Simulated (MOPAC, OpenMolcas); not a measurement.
CH5NSi (SMILES C[Si]N): methods side by side

The species is CH5NSi (8 atoms), meant as a singlet with charge 0. As SMILES, `C[Si]N`. The coordinates come from a PBE0-D4/def2-TZVP relaxation. This is one conformer, not always the lowest.

Quantity: the HOMO–LUMO gap, in eV. The values are calculated.

```tsv
level	kind	program	value (eV)	CPU time
PM3	semi-empirical	MOPAC	6.94	under 2 s
PM6	semi-empirical	MOPAC	7.01	under 2 s
HF/def2-SVPD	Hartree–Fock	OpenMolcas	10.60	27 s
SVWN5/def2-SVPD	LDA	OpenMolcas	2.98	49 s
revPBE/def2-SVPD	GGA	OpenMolcas	3.09	55 s
M06-L/def2-SVPD	meta-GGA	OpenMolcas	3.41	83 s
PBE0/def2-SVPD	global hybrid	OpenMolcas	4.95	61 s
B2PLYP/def2-SVPD	double hybrid	OpenMolcas	7.09	58 s
```

The values span 2.98 to 10.60 eV. Orbital gaps aren't excitation energies, and those of double hybrids come from the SCF part alone; they tend to grow with the share of exact exchange. CPU times are rough (shared hosts, several kinds of processor): they show what a rung costs within a factor of a few.

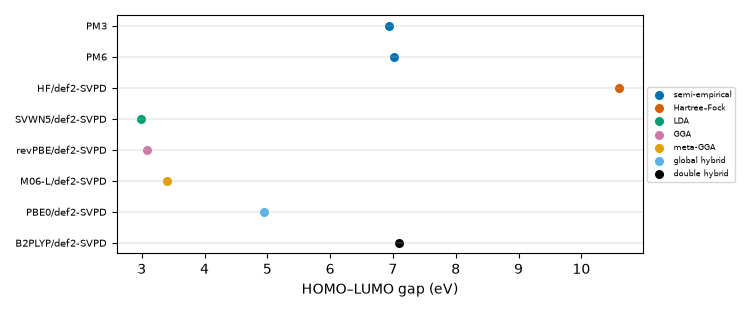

The values of the table, level by level.
